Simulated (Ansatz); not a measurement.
The figure comes from a scan of Hf (hcp, Mg type): the cell is scaled evenly about its relaxed volume V₀. All values below come from PBE (plane waves to 420 eV, PAW, scalar-relativistic; Ansatz, a program for electronic structure). k mesh 17×17×9 (Γ-centred), Fermi-Dirac smearing 0.05 eV. The energy includes the smearing's −TS. Hf is run without spin polarisation. Hf was relaxed with its symmetry unable to fall. Spin-orbit coupling is left out, though Hf is heavy. The PAW data are Ansatz's earlier set. ΔE is measured from the relaxed starting cell.

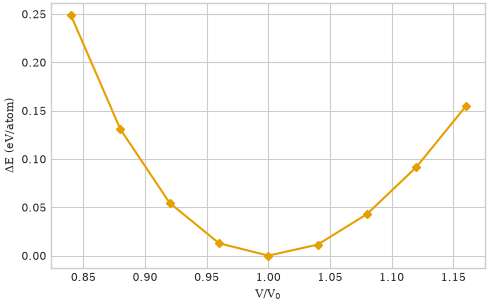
Figure. ΔE (eV/atom) against V/V₀; markers are the computed points, lines only join them.

Problem. List the plotted points as numbers.

Solution. To the nearest 0.005:

| V/V₀ | ΔE (eV/atom) |
|---|---|
| 0.840 | 0.250 |
| 0.880 | 0.130 |
| 0.920 | 0.055 |
| 0.960 | 0.015 |
| 1.000 | 0.000 |
| 1.040 | 0.010 |
| 1.080 | 0.045 |
| 1.120 | 0.090 |
| 1.160 | 0.155 |

(A scan under strain: stresses follow from slopes of the energy per volume, elastic moduli from its curvatures.)
